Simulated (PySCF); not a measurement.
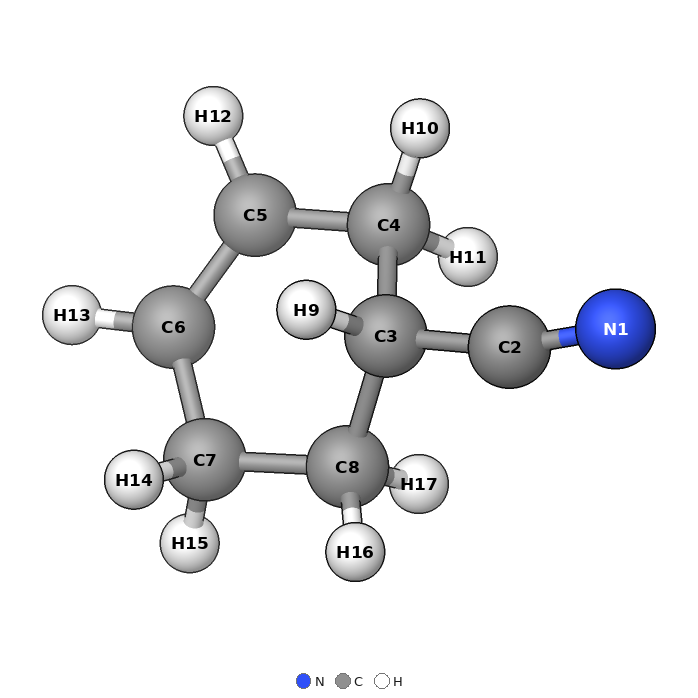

The species has charge −1 and is a spin doublet. The computed structure is the end point of a GFN2-xTB optimisation. No frequency run is at hand to confirm it as a minimum. Method: UKS B3LYP, pcH-1 on C H N, non-relativistic (PySCF 2.14.0).

Give the isotropic hyperfine couplings (Fermi-contact term alone) of N1, C2, C3, C4, C5, C6, C7, C8, H9, H10, H11, H12, H13, H14, H15, H16, H17.

```csv
atom,isotope,a_iso (MHz)
N1,14N,7.1
C2,13C,13.5
C3,13C,119.3
C4,13C,−9.6
C5,13C,40.7
C6,13C,25.6
C7,13C,−6.9
C8,13C,74.0
H9,1H,−4.1
H10,1H,−2.6
H11,1H,29.1
H12,1H,−4.8
H13,1H,−23.5
H14,1H,47.4
H15,1H,27.6
H16,1H,−3.7
H17,1H,−2.9
```
